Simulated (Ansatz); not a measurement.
# Redistribution: C2H6GeO + C2H8Ge → Ge(CH3)(OH) + C3H10Ge

Species: C2H6GeO `C[CH2][Ge][OH]`, singlet; C2H8Ge (ethylgermane) `C[CH2][GeH3]`, singlet; Ge(CH3)(OH), singlet; C3H10Ge `C[CH](C)[GeH3]`, singlet. The partners trade CH3 for H; both sit on C, so the bond types are kept.

Shapes, held fixed at every level: PBE0-D4/def2-TZVP. Flexible molecules stand in one conformer, not always the lowest. Programs: Ansatz 0.2.0. The zero-point and thermal change to 298 K, harmonic and unscaled (PBE0-D4/def2-TZVP), is -2.4 kJ/mol.

```
             level                    kind  ΔH(298 K) (kJ/mol)  less CCSD(T)/def2-TZVPP
     HF/def2-TZVPP            Hartree–Fock                -9.9                     +1.7
PBE0-D4/def2-TZVPP           global hybrid                -9.1                     +2.5
wB97X-V/def2-TZVPP  range-separated hybrid               -10.6                     +1.0
 B2PLYP/def2-TZVPP           double hybrid                -9.6                     +2.0
      MP2/def2-SVP     perturbation theory                -9.5                     +2.1
  CCSD(T)/def2-SVP   coupled cluster or CI                -8.6                     +3.0
     CCSD/def2-SVP   coupled cluster or CI                -8.5                     +3.1
CCSD(T)/def2-TZVPP   coupled cluster or CI               -11.6                      0.0
```

The highest level, CCSD(T)/def2-TZVPP, gives ΔH(298 K) = -11.6 kJ/mol; the levels span -11.6 to -8.5. The column of differences is taken from that level and isn't an error. No measured value is set beside it here. Relativity is left out for Ge. Outer-core shells of Ge are correlated, in sets that cover them unevenly.

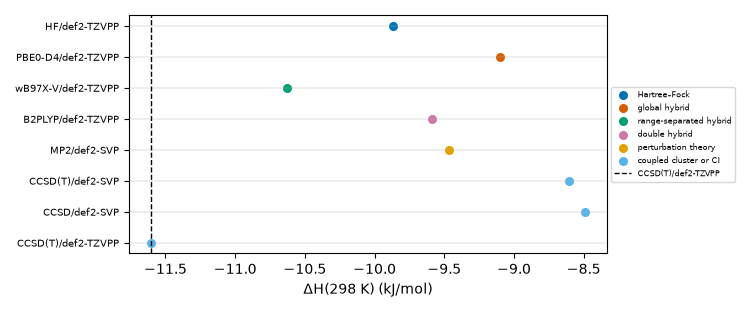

The values of the table, level by level.
